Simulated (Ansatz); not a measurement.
```
atom    x (Å)    y (Å)    z (Å)
   F  -1.0061  -0.3291   1.3812
   O  -0.1756  -0.3595  -1.1509
  Si  -0.4436  -1.4026   0.3157
  Si   0.8707   1.1650  -1.2628
   H  -1.4704  -2.3505  -0.1680
   H   0.9142  -1.8608   0.6726
   H  -0.8030  -0.5063  -1.8962
   H   1.5438   0.9991  -2.5753
   H   1.7192   0.9590  -0.0630
   H  -0.1045   2.2809  -1.1777
```

Geometry: BLYP-D3(BJ)/def2-SVP.

These are results of Ansatz 0.2.0, isolated molecule in a Gaussian basis; Kohn-Sham density functional theory, functional PBE0, not measurements.

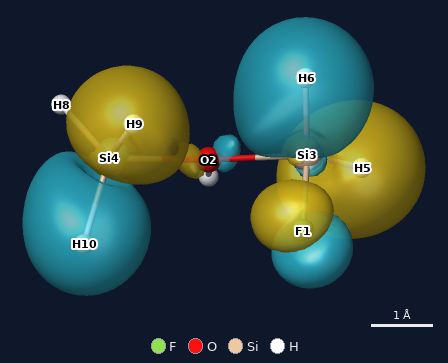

FH$_{6}$OSi$_{2}$ (SMILES F[SiH2][OH+][SiH3]) (charge +1). The HOMO−1 at ±0.08 Å⁻³ᐟ² (yellow and cyan are the two phases), seen from one side.

### What is the character of this orbital?

It lies mainly on Si3 (about 25 %), H5 (about 15 %), H6 (about 15 %), Si4 (about 15 %), F1 (about 10 %) and H10 (about 10 %). Its energy is −15.23 eV.
